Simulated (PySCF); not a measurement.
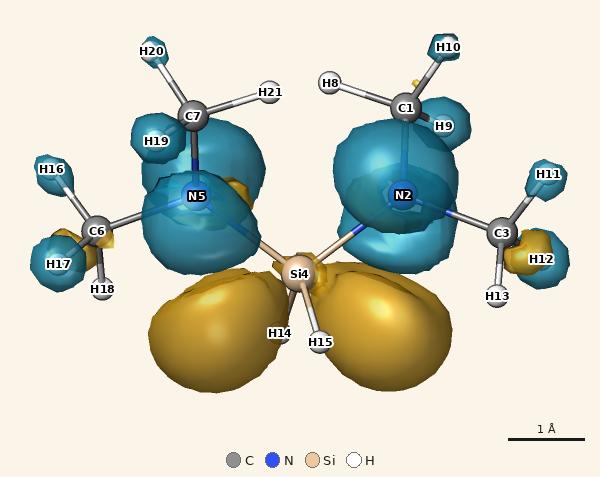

C$_{4}$H$_{14}$N$_{2}$Si, SMILES `CN(C)[SiH2]N(C)C`. Unrelaxed difference density of T₁ less the ground state (TDA triplet states), ±0.02 e/Å³; yellow: gain, teal: loss.

PySCF calculation, BHandHLYP/6-31G*, gas phase; geometry: GFN2-xTB. No frequency check shows the geometry to be a minimum. Without diffuse functions Rydberg states are missing, so the states' numbers hold for this basis only.

Geometry (Å), atoms numbered from 1:

```
C1      -1.4992    1.1971    0.8821
N2      -1.3711    0.0939   -0.0377
C3      -2.6504   -0.3934   -0.4770
Si4      0.0003   -0.9438    0.0006
N5       1.3709    0.0939    0.0371
C6       2.6503   -0.3941    0.4755
C7       1.4990    1.1987   -0.8808
H8      -0.5130    1.5237    1.1981
H9      -2.0780    0.9166    1.7714
H10     -2.0134    2.0320    0.3944
H11     -3.2166    0.4160   -0.9481
H12     -3.2474   -0.7830    0.3580
H13     -2.5117   -1.1919   -1.2001
H14      0.1563   -1.7914    1.1916
H15     -0.1564   -1.7893   -1.1956
H16      3.2164    0.4146    0.9480
H17      3.2473   -0.7822   -0.3602
H18      2.5116   -1.1938    1.1972
H19      2.0778    0.9198   -1.7706
H20      2.0131    2.0328   -0.3916
H21      0.5127    1.5258   -1.1962
```

Q: How does the charge move on excitation?

A: 0.75 e is displaced in all, of which about 0.5 e passes between atoms: N2 and N5 (0.22 e each) lose electrons and Si4 (0.32 e) and H14 and H15 (0.06 e each) gain them. The state: 6.51 eV (191 nm), spin-forbidden from the singlet ground state; the leading pair carries 93 %; hole on N2 and N5 (29 % each) and Si4 (8 %), electron on Si4 (40 %), N2 and N5 (7 % each) and H14 and H15 (7 % each); their centroids lie 1.2 Å apart; T₂ lies within 0.1 eV of it.
